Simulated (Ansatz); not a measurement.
# AsGeH3O: the cost of one run

Method: RKS PBE0-D4/def2-TZVP; program: Ansatz 0.2.0.

## 1. The starting structure

SMILES `[O]1[GeH2][AsH]1`, 6 atoms, charge 0, spin multiplicity 1.

Atoms are counted from 1 here; the program's logs count them from 0.

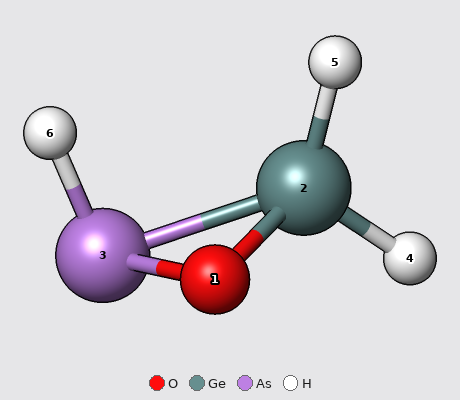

Start geometry, drawn with oxygen red, germanium teal, arsenic purple, hydrogen white; atoms are numbered from 1 in the order of the file.

As a file:

```xyz
6

O     0.5896   -1.2221    0.2176
Ge   -0.3118    0.0871   -0.7092
As   -0.2877   -0.2780    1.6301
H    -1.4475   -0.4794   -1.5925
H     0.6438    1.0864   -1.4035
H     0.8137    0.8060    1.8574
```

This geometry comes from a loose relaxation at PBE in a small basis, which is not shown.

## 3. The grid

- bond length Ge2–H4: 9 values from 1.286 to 1.990 Å
- angle H4–Ge2–As3: 9 values from 76.2 to 166.2 °

Nothing else is relaxed (all other coordinates rigid). Energies count from the relaxed molecule at the same level.

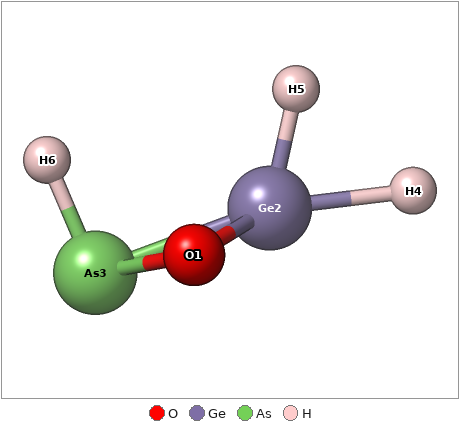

The geometry at bond length Ge2–H4 = 1.814 Å, angle H4–Ge2–As3 = 166.2°.

(The set-up runs are not shown.)

## 4. Point bond length Ge2–H4 = 1.814 Å, angle H4–Ge2–As3 = 166.2°

File input.yaml:

```yaml
crystal:
  periodic: [false, false, false]
  atoms:
    - { symbol: O, position_ang: [0.575473, -1.189581, 0.22763] }
    - { symbol: Ge, position_ang: [-0.31276, 0.090915, -0.698395] }
    - { symbol: As, position_ang: [-0.28416, -0.273851, 1.603842] }
    - { symbol: H, position_ang: [-0.698993, 0.135797, -2.470232] }
    - { symbol: H, position_ang: [0.63377, 1.075027, -1.39013] }
    - { symbol: H, position_ang: [0.813174, 0.780586, 1.835599] }
basis:
  gaussian: { orbitals: def2-TZVP }
hamiltonian:
  xc: pbe0
  dispersion: d4
output:
  forces: true
```

Launch:

```console
> ansatz run input.yaml --threads 1 --pin off --max-ram 2560MiB --backend cpu --events-out ev --progress --plain --runs-dir out
```

What time and memory should one allow on 1 thread of Arm Neoverse V1, shared host?

About 6.6 s, with a peak of 0.33 GiB.
